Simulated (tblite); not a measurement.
# C$_{5}$H$_{10}$F$_{2}$OSi: geometry relaxation (part 2 of 2)

Continued. System: C$_{5}$H$_{10}$F$_{2}$OSi. Method: GFN2-xTB geometry optimisation, gas phase (tblite 0.8.0). It belongs to a series of runs on one base structure; here: H on Si replaced by CH2OCH3.

Geometry of the input (Å):
```
C  -3.4151  -0.1703  1.0868
O  -2.0391  0.1325  0.9982
C  -1.6028  0.3389  -0.3454
Si 0.2071  0.7811  -0.6019
F  0.4828  0.8345  -2.1709
C  1.3146  -0.5628  0.1231
C  2.7911  -0.3726  -0.1431
C  3.7095  -0.1803  0.8192
F  3.3798  -0.1316  2.1191
H  -3.6866  -0.3242  2.1428
H  -3.6560  -1.0831  0.5297
H  -4.0189  0.6652  0.7034
H  -1.8255  -0.5667  -0.9125
H  -2.2049  1.1555  -0.7791
H  0.5227  2.1161  -0.0116
H  1.1239  -0.6233  1.2154
H  1.0206  -1.5244  -0.2949
H  3.1207  -0.4228  -1.1753
H  4.7662  -0.0522  0.6784
```

## Trajectory as extended XYZ, continued
```
19
Properties=species:S:1:pos:R:3:forces:R:3 step=46 energy=-845.71223
C    -3.3402   -0.1514    1.0951   -0.0070  -0.0030   0.0050
O    -1.9821    0.1478    0.9084   -0.0050  -0.0030  -0.0150
C    -1.6387    0.3385   -0.4508    0.0060   0.0060  -0.0150
Si    0.2117    0.7744   -0.5075    0.0050   0.0130   0.0050
F     0.5731    0.9162   -2.0867    0.0040   0.0030   0.0070
C     1.2872   -0.6423    0.1773   -0.0020   0.0000  -0.0110
C     2.7297   -0.4095   -0.1111   -0.0010   0.0100   0.0000
C     3.6462   -0.1409    0.7998    0.0090  -0.0100   0.0110
F     3.3514   -0.0794    2.1153    0.0040   0.0180   0.0110
H    -3.4896   -0.2780    2.1651   -0.0090   0.0020   0.0140
H    -3.6189   -1.0765    0.5746    0.0030  -0.0060  -0.0040
H    -3.9796    0.6614    0.7280   -0.0020   0.0050   0.0040
H    -1.8739   -0.5673   -1.0303    0.0060  -0.0020   0.0070
H    -2.2430    1.1489   -0.8835   -0.0130  -0.0020   0.0110
H     0.5098    2.0847    0.0508    0.0060  -0.0160  -0.0060
H     1.1355   -0.7407    1.2516    0.0000  -0.0040  -0.0130
H     0.9822   -1.5829   -0.2877   -0.0120  -0.0020  -0.0100
H     3.0356   -0.4353   -1.1448    0.0010  -0.0150   0.0020
H     4.6938    0.0415    0.6179    0.0070   0.0040  -0.0030
19
Properties=species:S:1:pos:R:3:forces:R:3 step=49 energy=-845.71273
C    -3.3367   -0.1516    1.0969   -0.0070  -0.0030   0.0010
O    -1.9782    0.1443    0.9063   -0.0100  -0.0020  -0.0040
C    -1.6364    0.3389   -0.4528    0.0080  -0.0050  -0.0050
Si    0.2134    0.7758   -0.5050    0.0060   0.0420  -0.0040
F     0.5732    0.9309   -2.0834    0.0100   0.0020   0.0080
C     1.2856   -0.6467    0.1712   -0.0120   0.0040  -0.0060
C     2.7285   -0.4168   -0.1134    0.0090  -0.0160  -0.0020
C     3.6398   -0.1393    0.8001    0.0050   0.0290   0.0040
F     3.3362   -0.0549    2.1122    0.0110   0.0070   0.0100
H    -3.4859   -0.2761    2.1674    0.0030   0.0100   0.0100
H    -3.6194   -1.0779    0.5806    0.0050   0.0010  -0.0150
H    -3.9733    0.6629    0.7292   -0.0120  -0.0020   0.0030
H    -1.8654   -0.5672   -1.0337   -0.0120  -0.0080   0.0030
H    -2.2432    1.1475   -0.8855   -0.0090  -0.0050   0.0190
H     0.5119    2.0812    0.0651    0.0060  -0.0210  -0.0110
H     1.1351   -0.7450    1.2453   -0.0150  -0.0120   0.0030
H     0.9748   -1.5848   -0.2947    0.0010  -0.0040  -0.0110
H     3.0434   -0.4579   -1.1435   -0.0070  -0.0120  -0.0130
H     4.6867    0.0460    0.6191    0.0210  -0.0050   0.0100
19
Properties=species:S:1:pos:R:3:forces:R:3 step=53 energy=-845.71345
C    -3.3342   -0.1523    1.0994    0.0060   0.0070  -0.0060
O    -1.9752    0.1398    0.9033    0.0110   0.0020   0.0150
C    -1.6333    0.3383   -0.4560   -0.0160  -0.0070   0.0180
Si    0.2161    0.7817   -0.5040   -0.0080  -0.0540   0.0020
F     0.5803    0.9485   -2.0792    0.0100   0.0100  -0.0110
C     1.2817   -0.6517    0.1629    0.0190  -0.0060   0.0110
C     2.7283   -0.4288   -0.1146   -0.0010   0.0080   0.0110
C     3.6330   -0.1299    0.8000   -0.0030   0.0000  -0.0170
F     3.3230   -0.0235    2.1098    0.0030   0.0090  -0.0250
H    -3.4796   -0.2712    2.1719    0.0090  -0.0030  -0.0190
H    -3.6196   -1.0792    0.5854   -0.0030   0.0080   0.0000
H    -3.9700    0.6635    0.7326   -0.0090  -0.0080  -0.0030
H    -1.8577   -0.5686   -1.0381   -0.0140   0.0040   0.0030
H    -2.2455    1.1448   -0.8844    0.0010  -0.0040   0.0000
H     0.5172    2.0750    0.0830    0.0120   0.0410   0.0070
H     1.1277   -0.7535    1.2366   -0.0150  -0.0100  -0.0060
H     0.9660   -1.5867   -0.3069    0.0120   0.0160  -0.0100
H     3.0498   -0.4878   -1.1427   -0.0090  -0.0080   0.0180
H     4.6820    0.0510    0.6224   -0.0050  -0.0060   0.0100
19
Properties=species:S:1:pos:R:3:forces:R:3 step=57 energy=-845.71404
C    -3.3316   -0.1521    1.1001   -0.0010  -0.0020   0.0020
O    -1.9719    0.1353    0.9051   -0.0050   0.0060  -0.0010
C    -1.6316    0.3364   -0.4536    0.0110   0.0040  -0.0030
Si    0.2179    0.7836   -0.5008    0.0070   0.0260  -0.0010
F     0.5800    0.9677   -2.0755    0.0050  -0.0030   0.0110
C     1.2819   -0.6559    0.1560   -0.0120   0.0020   0.0030
C     2.7297   -0.4391   -0.1160   -0.0040   0.0080  -0.0020
C     3.6278   -0.1223    0.7983    0.0070  -0.0080   0.0080
F     3.3073    0.0094    2.1028   -0.0080   0.0130   0.0030
H    -3.4757   -0.2684    2.1722   -0.0080  -0.0120   0.0050
H    -3.6203   -1.0786    0.5874    0.0020  -0.0020   0.0000
H    -3.9675    0.6632    0.7324    0.0070   0.0040  -0.0050
H    -1.8536   -0.5695   -1.0386   -0.0130   0.0000   0.0130
H    -2.2477    1.1408   -0.8802    0.0120   0.0070  -0.0010
H     0.5241    2.0756    0.0951   -0.0110  -0.0240  -0.0160
H     1.1226   -0.7628    1.2280   -0.0090  -0.0120   0.0110
H     0.9620   -1.5852   -0.3209    0.0140  -0.0050  -0.0110
H     3.0579   -0.5199   -1.1398   -0.0020  -0.0030  -0.0030
H     4.6790    0.0511    0.6294    0.0070   0.0010  -0.0120
19
Properties=species:S:1:pos:R:3:forces:R:3 step=61 energy=-845.71442
C    -3.3284   -0.1520    1.1015   -0.0010  -0.0030   0.0010
O    -1.9685    0.1343    0.9050   -0.0020   0.0060   0.0040
C    -1.6286    0.3360   -0.4541   -0.0110   0.0020   0.0030
Si    0.2206    0.7855   -0.4996   -0.0070  -0.0180   0.0030
F     0.5885    0.9820   -2.0708    0.0010  -0.0060  -0.0020
C     1.2787   -0.6603    0.1524    0.0070  -0.0050  -0.0040
C     2.7279   -0.4451   -0.1160    0.0030  -0.0120   0.0050
C     3.6235   -0.1174    0.7973   -0.0100   0.0120  -0.0010
F     3.2942    0.0378    2.0971    0.0050   0.0070   0.0070
H    -3.4715   -0.2687    2.1739   -0.0070   0.0000  -0.0010
H    -3.6197   -1.0788    0.5907    0.0100  -0.0020  -0.0080
H    -3.9635    0.6636    0.7328    0.0060   0.0020   0.0050
H    -1.8542   -0.5697   -1.0376    0.0030  -0.0020   0.0020
H    -2.2451    1.1404   -0.8797    0.0080   0.0150  -0.0020
H     0.5260    2.0708    0.1057   -0.0040   0.0130   0.0010
H     1.1131   -0.7739    1.2233    0.0070  -0.0070  -0.0110
H     0.9614   -1.5859   -0.3336    0.0020  -0.0010   0.0010
H     3.0603   -0.5439   -1.1370   -0.0020   0.0040   0.0010
H     4.6757    0.0545    0.6301   -0.0090  -0.0050  -0.0040
19
Properties=species:S:1:pos:R:3:forces:R:3 step=64 energy=-845.71462
C    -3.3285   -0.1526    1.1019    0.0040   0.0050  -0.0030
O    -1.9690    0.1360    0.9062    0.0060   0.0030   0.0010
C    -1.6294    0.3366   -0.4532    0.0050   0.0050   0.0040
Si    0.2202    0.7846   -0.4987    0.0030  -0.0100   0.0040
F     0.5910    0.9828   -2.0691   -0.0030  -0.0090  -0.0020
C     1.2786   -0.6619    0.1514    0.0020  -0.0110  -0.0030
C     2.7279   -0.4474   -0.1148   -0.0030   0.0070  -0.0020
C     3.6222   -0.1146    0.7977   -0.0030   0.0020  -0.0010
F     3.2933    0.0458    2.0972    0.0070   0.0040  -0.0080
H    -3.4731   -0.2702    2.1742   -0.0030  -0.0030  -0.0050
H    -3.6175   -1.0791    0.5890    0.0050   0.0040  -0.0020
H    -3.9619    0.6641    0.7333   -0.0120  -0.0030   0.0030
H    -1.8559   -0.5700   -1.0354   -0.0010   0.0130   0.0010
H    -2.2425    1.1436   -0.8795    0.0010  -0.0050   0.0030
H     0.5253    2.0711    0.1051   -0.0050   0.0060   0.0030
H     1.1113   -0.7792    1.2214    0.0060  -0.0030  -0.0020
H     0.9636   -1.5862   -0.3379   -0.0100  -0.0090  -0.0020
H     3.0599   -0.5478   -1.1359    0.0060   0.0010   0.0080
H     4.6746    0.0536    0.6285   -0.0060   0.0030   0.0050
19
Properties=species:S:1:pos:R:3:forces:R:3 step=68 energy=-845.71483
C    -3.3262   -0.1522    1.1023   -0.0050   0.0000   0.0000
O    -1.9665    0.1368    0.9085   -0.0080   0.0070   0.0030
C    -1.6269    0.3380   -0.4507    0.0020   0.0020   0.0020
Si    0.2224    0.7842   -0.4958    0.0050   0.0130  -0.0030
F     0.5914    0.9892   -2.0660   -0.0010  -0.0110   0.0020
C     1.2779   -0.6680    0.1462   -0.0060   0.0010   0.0030
C     2.7275   -0.4532   -0.1154    0.0010  -0.0070  -0.0010
C     3.6171   -0.1086    0.7970    0.0080  -0.0010  -0.0040
F     3.2846    0.0695    2.0927   -0.0100   0.0000   0.0070
H    -3.4741   -0.2715    2.1738    0.0070  -0.0020   0.0020
H    -3.6138   -1.0783    0.5881    0.0030   0.0030  -0.0070
H    -3.9605    0.6642    0.7344   -0.0040  -0.0010  -0.0030
H    -1.8548   -0.5674   -1.0335    0.0000  -0.0010  -0.0030
H    -2.2391    1.1451   -0.8775   -0.0040   0.0060   0.0070
H     0.5244    2.0705    0.1117    0.0000  -0.0140   0.0000
H     1.1100   -0.7891    1.2155   -0.0030  -0.0060   0.0070
H     0.9610   -1.5893   -0.3477   -0.0020  -0.0020   0.0010
H     3.0658   -0.5655   -1.1327    0.0080  -0.0010  -0.0100
H     4.6702    0.0548    0.6303    0.0100   0.0140  -0.0030
19
Properties=species:S:1:pos:R:3:forces:R:3 step=72 energy=-845.71499
C    -3.3267   -0.1515    1.1020    0.0000   0.0000  -0.0020
O    -1.9678    0.1418    0.9098    0.0020   0.0020  -0.0040
C    -1.6271    0.3404   -0.4496   -0.0070   0.0050  -0.0010
Si    0.2233    0.7824   -0.4958   -0.0070  -0.0180   0.0050
F     0.5950    0.9814   -2.0657   -0.0020  -0.0040  -0.0040
C     1.2771   -0.6711    0.1471    0.0150   0.0020   0.0020
C     2.7270   -0.4536   -0.1146    0.0060  -0.0030  -0.0020
C     3.6177   -0.1068    0.7964   -0.0010  -0.0020   0.0030
F     3.2866    0.0703    2.0932   -0.0030  -0.0040  -0.0100
H    -3.4742   -0.2740    2.1732    0.0010  -0.0030  -0.0020
H    -3.6098   -1.0769    0.5841   -0.0040  -0.0020   0.0000
H    -3.9638    0.6634    0.7353   -0.0010   0.0000   0.0000
H    -1.8577   -0.5645   -1.0325    0.0020   0.0050   0.0070
H    -2.2378    1.1490   -0.8757   -0.0010   0.0050  -0.0010
H     0.5221    2.0685    0.1111    0.0130   0.0060   0.0060
H     1.1088   -0.7946    1.2164    0.0020  -0.0010  -0.0050
H     0.9607   -1.5920   -0.3487    0.0050   0.0090   0.0050
H     3.0660   -0.5627   -1.1326   -0.0050  -0.0060   0.0040
H     4.6707    0.0595    0.6279   -0.0120   0.0100   0.0010
19
Properties=species:S:1:pos:R:3:forces:R:3 step=76 energy=-845.71519
C    -3.3253   -0.1512    1.1019   -0.0020  -0.0030   0.0000
O    -1.9667    0.1448    0.9119   -0.0030  -0.0030   0.0010
C    -1.6256    0.3442   -0.4469    0.0030   0.0020   0.0000
Si    0.2256    0.7810   -0.4920    0.0060   0.0120  -0.0010
F     0.5946    0.9849   -2.0624   -0.0010  -0.0030   0.0060
C     1.2782   -0.6773    0.1427   -0.0090  -0.0030  -0.0020
C     2.7287   -0.4627   -0.1161   -0.0030   0.0050   0.0010
C     3.6129   -0.1007    0.7951   -0.0030   0.0100  -0.0060
F     3.2723    0.0957    2.0862   -0.0010  -0.0050   0.0050
H    -3.4725   -0.2769    2.1727   -0.0070   0.0000   0.0000
H    -3.6065   -1.0759    0.5817   -0.0020  -0.0030   0.0010
H    -3.9635    0.6631    0.7359    0.0010   0.0000   0.0060
H    -1.8559   -0.5605   -1.0299   -0.0070   0.0010  -0.0010
H    -2.2358    1.1535   -0.8722    0.0030   0.0040  -0.0070
H     0.5255    2.0649    0.1210    0.0140  -0.0090  -0.0030
H     1.1070   -0.8073    1.2105    0.0070   0.0080   0.0070
H     0.9584   -1.5937   -0.3581    0.0050  -0.0090  -0.0070
H     3.0732   -0.5854   -1.1304   -0.0040  -0.0060  -0.0040
H     4.6655    0.0686    0.6297    0.0040   0.0050   0.0040
19
Properties=species:S:1:pos:R:3:forces:R:3 step=80 energy=-845.71541
C    -3.3240   -0.1516    1.1019   -0.0030   0.0020   0.0040
O    -1.9664    0.1492    0.9132   -0.0020   0.0030   0.0010
C    -1.6244    0.3497   -0.4455   -0.0030  -0.0060   0.0030
Si    0.2290    0.7791   -0.4885   -0.0050  -0.0160   0.0030
F     0.5992    0.9837   -2.0579    0.0020   0.0060  -0.0080
C     1.2773   -0.6857    0.1391    0.0030  -0.0030   0.0030
C     2.7284   -0.4700   -0.1174   -0.0130   0.0030  -0.0100
C     3.6069   -0.0906    0.7920    0.0060  -0.0010   0.0050
F     3.2589    0.1162    2.0796   -0.0030   0.0080   0.0090
H    -3.4716   -0.2808    2.1722   -0.0030  -0.0030   0.0040
H    -3.6027   -1.0755    0.5790   -0.0010   0.0010   0.0000
H    -3.9642    0.6626    0.7393   -0.0040   0.0000  -0.0020
H    -1.8583   -0.5546   -1.0276    0.0000   0.0050  -0.0110
H    -2.2321    1.1612   -0.8715    0.0090  -0.0040   0.0060
H     0.5341    2.0572    0.1318    0.0170   0.0050  -0.0020
H     1.1063   -0.8183    1.2068    0.0000  -0.0020  -0.0040
H     0.9583   -1.5993   -0.3675    0.0000  -0.0030   0.0080
H     3.0761   -0.6068   -1.1287    0.0020   0.0060  -0.0060
H     4.6594    0.0836    0.6310   -0.0010  -0.0020  -0.0030
19
Properties=species:S:1:pos:R:3:forces:R:3 step=83 energy=-845.71552
C    -3.3278   -0.1520    1.1013   -0.0010   0.0020   0.0000
O    -1.9704    0.1519    0.9153    0.0010  -0.0050   0.0000
C    -1.6261    0.3512   -0.4427    0.0060  -0.0010   0.0000
Si    0.2281    0.7768   -0.4881    0.0060   0.0060  -0.0050
F     0.5946    0.9740   -2.0600   -0.0010   0.0050   0.0040
C     1.2792   -0.6850    0.1412    0.0030   0.0020  -0.0040
C     2.7292   -0.4658   -0.1179    0.0140  -0.0010   0.0060
C     3.6099   -0.0918    0.7924   -0.0100  -0.0030   0.0010
F     3.2641    0.1073    2.0823    0.0020   0.0070  -0.0100
H    -3.4774   -0.2842    2.1710   -0.0010  -0.0030  -0.0010
H    -3.6030   -1.0752    0.5750   -0.0050   0.0040   0.0040
H    -3.9686    0.6620    0.7395   -0.0060  -0.0030  -0.0020
H    -1.8608   -0.5520   -1.0264   -0.0020   0.0010  -0.0030
H    -2.2308    1.1640   -0.8699    0.0020   0.0010   0.0050
H     0.5401    2.0584    0.1239    0.0080  -0.0110  -0.0070
H     1.1105   -0.8167    1.2092   -0.0020  -0.0060  -0.0020
H     0.9619   -1.5996   -0.3648   -0.0010  -0.0040   0.0120
H     3.0755   -0.5985   -1.1304   -0.0030   0.0110   0.0020
H     4.6622    0.0842    0.6305   -0.0100  -0.0030  -0.0020
19
Properties=species:S:1:pos:R:3:forces:R:3 step=87 energy=-845.71570
C    -3.3280   -0.1517    1.1019   -0.0020  -0.0050  -0.0040
O    -1.9708    0.1547    0.9171   -0.0010  -0.0070  -0.0030
C    -1.6242    0.3545   -0.4404   -0.0030   0.0050  -0.0010
Si    0.2317    0.7736   -0.4857    0.0000  -0.0060  -0.0020
F     0.5976    0.9758   -2.0568   -0.0020   0.0040  -0.0050
C     1.2793   -0.6928    0.1378   -0.0040  -0.0090   0.0050
C     2.7292   -0.4717   -0.1193   -0.0050  -0.0030   0.0040
C     3.6036   -0.0837    0.7906    0.0030   0.0030  -0.0050
F     3.2520    0.1291    2.0765   -0.0040   0.0020  -0.0050
H    -3.4780   -0.2887    2.1710    0.0030   0.0080  -0.0020
H    -3.6014   -1.0739    0.5734   -0.0040  -0.0060  -0.0040
H    -3.9718    0.6609    0.7417    0.0040   0.0030   0.0030
H    -1.8633   -0.5456   -1.0273    0.0050  -0.0020   0.0080
H    -2.2249    1.1706   -0.8667   -0.0020   0.0090   0.0040
H     0.5541    2.0500    0.1304    0.0020   0.0000  -0.0010
H     1.1098   -0.8282    1.2051   -0.0010   0.0030   0.0080
H     0.9619   -1.6066   -0.3686   -0.0020  -0.0060  -0.0050
H     3.0782   -0.6124   -1.1298    0.0050   0.0090   0.0050
H     4.6553    0.0954    0.6305    0.0080  -0.0010  -0.0010
19
Properties=species:S:1:pos:R:3:forces:R:3 step=91 energy=-845.71581
C    -3.3285   -0.1524    1.1014    0.0010  -0.0010   0.0000
O    -1.9712    0.1542    0.9179    0.0020  -0.0010   0.0010
C    -1.6234    0.3571   -0.4389    0.0000   0.0000   0.0020
Si    0.2338    0.7711   -0.4848   -0.0020  -0.0030   0.0010
F     0.5978    0.9784   -2.0559   -0.0020  -0.0020   0.0000
C     1.2789   -0.6986    0.1364    0.0010   0.0000   0.0000
C     2.7289   -0.4759   -0.1197    0.0000   0.0030   0.0000
C     3.6006   -0.0787    0.7890   -0.0010   0.0010   0.0020
F     3.2441    0.1424    2.0722    0.0040   0.0000  -0.0010
H    -3.4782   -0.2898    2.1705    0.0000   0.0010   0.0000
H    -3.6018   -1.0742    0.5718   -0.0030   0.0000  -0.0010
H    -3.9723    0.6609    0.7430    0.0060   0.0010  -0.0030
H    -1.8633   -0.5425   -1.0262    0.0000   0.0050  -0.0040
H    -2.2221    1.1757   -0.8635    0.0000  -0.0020   0.0040
H     0.5625    2.0450    0.1335   -0.0010  -0.0010  -0.0010
H     1.1093   -0.8338    1.2040   -0.0020  -0.0010  -0.0020
H     0.9615   -1.6118   -0.3713    0.0010   0.0000   0.0020
H     3.0813   -0.6188   -1.1287   -0.0020  -0.0030   0.0020
H     4.6526    0.1008    0.6306   -0.0010   0.0020   0.0000
```

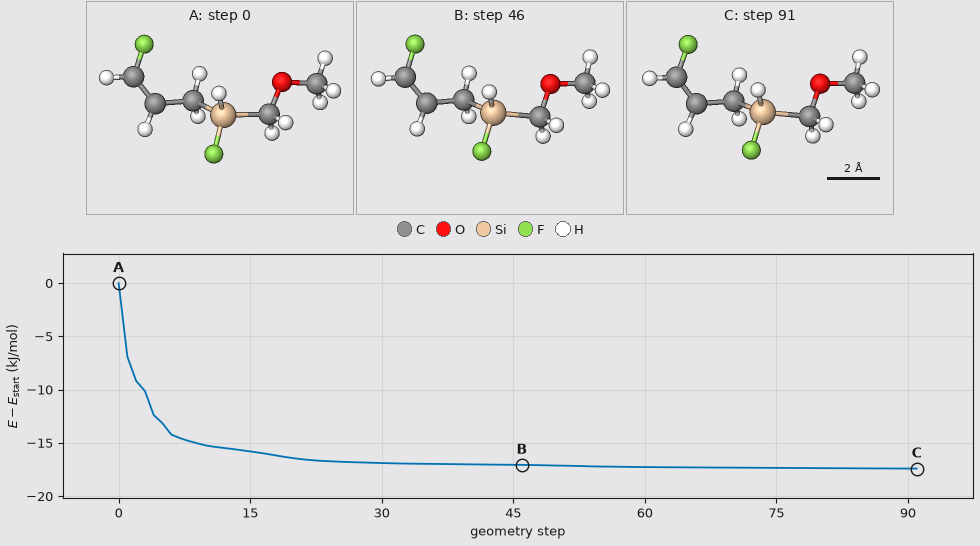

*Frames of the relaxation (ball-and-stick view, seen at a tilt) above the curves, on which the letters mark them (steps are counted from 0).*

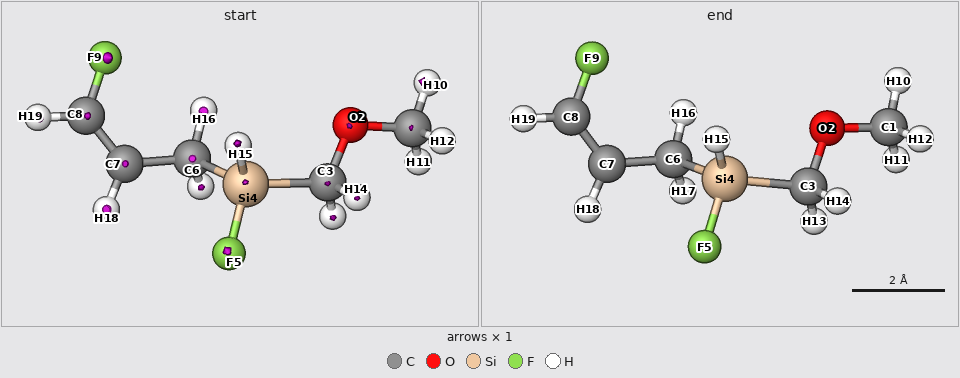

*Before (left) and after (right) the relaxation, at one scale (ball-and-stick view, seen at a tilt). The pink arrows give the displacements, at true length.*

The atom that moves furthest after the best rigid fit is F9 (0.31 Å). Largest moves by element: F 0.31 Å, H 0.21 Å, C 0.15 Å, Si 0.12 Å, O 0.11 Å. Distances before and after: Si4–H15 1.493 → 1.454 Å, Si4–F5 1.594 → 1.626 Å, C7–C8 1.344 → 1.320 Å, C6–C7 1.512 → 1.489 Å. Among the angles that change: O2–C3–Si4 117.2° → 107.1°, F5–Si4–H15 108.8° → 104.4°, Si4–C3–H14 107.3° → 111.1°. The energy falls by 17.4 kJ/mol in 91 geometry steps. The largest force component goes from 1.5 to 0.006 eV/Å. (Atoms are counted from 1 in the order of the input.)

## Summary

- outcome: converged
- total energy: −845.7158 eV
- wall time: 0.59 s
- peak memory: 0.18 GiB
